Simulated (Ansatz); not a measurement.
Input file:

```
crystal:
  periodic: [false, false, false]
  atoms:
    - symbol: Al
      position_ang: [0.742397, -1.170896, 0.717649]
    - symbol: Al
      position_ang: [-0.725603, 1.160750, -0.717001]
    - symbol: F
      position_ang: [0.740213, -2.662742, -0.007295]
    - symbol: F
      position_ang: [1.484946, -0.853688, 2.166496]
    - symbol: F
      position_ang: [-0.722696, 2.651949, 0.009283]
    - symbol: F
      position_ang: [-1.468499, 0.845200, -2.166038]
    - symbol: S
      position_ang: [-1.456500, -0.383067, 0.884873]
    - symbol: S
      position_ang: [1.472860, 0.372242, -0.885053]
    - symbol: H
      position_ang: [-1.193259, 0.429645, 1.936939]
    - symbol: H
      position_ang: [1.209243, -0.440695, -1.936852]
basis:
  gaussian:
    orbitals: def2-SVPD
hamiltonian:
  xc: {name: PBE0}
output: {forces: true, orbitals: {seedname: orbitals}}
```

Run with:

```sh
ansatz run input.yaml --threads 2 --pin off --max-ram 6090MiB --events-out events.jsonl --progress --plain --runs-dir runs
```

Geometry: PBE0-D4/def2-SVP.

All numbers below come from Ansatz, isolated molecule in a Gaussian basis; Kohn-Sham density functional theory, functional PBE0.

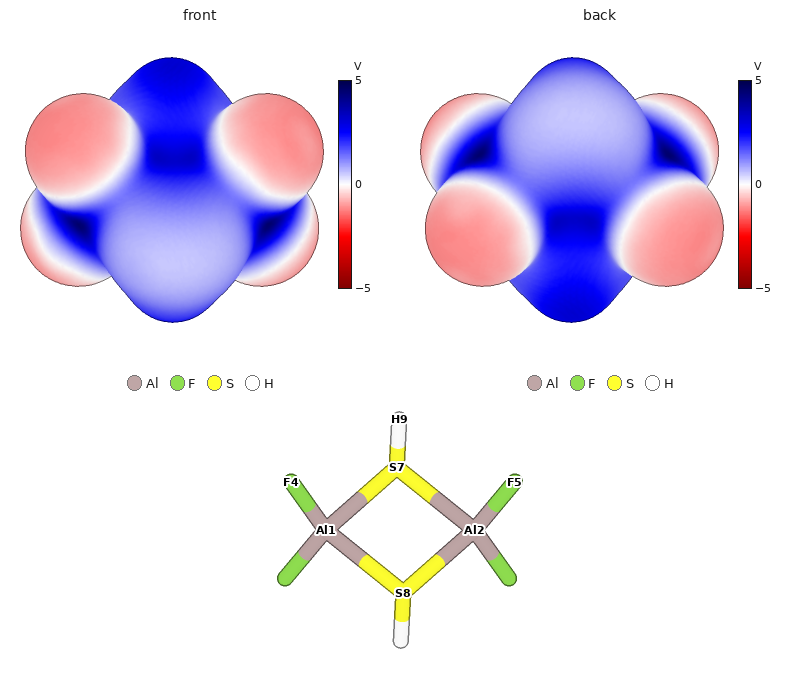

Al$_{2}$F$_{4}$H$_{2}$S$_{2}$. The molecular electrostatic potential painted on the density surface at 0.004 e/bohr³, seen from the front and from behind; the colour scale runs from red (negative) to blue (positive). The bare structure is drawn below in the same view.

> Describe the electrostatic potential map.

The most negative region (about −1.2 V, or −28 kcal/mol for a unit charge) lies over F3, F4, F5 and F6, the most positive (about +4.2 V, or +97 kcal/mol for a unit charge) over Al1 and Al2.

> How polar is the molecule by this calculation?

Its dipole moment is zero.
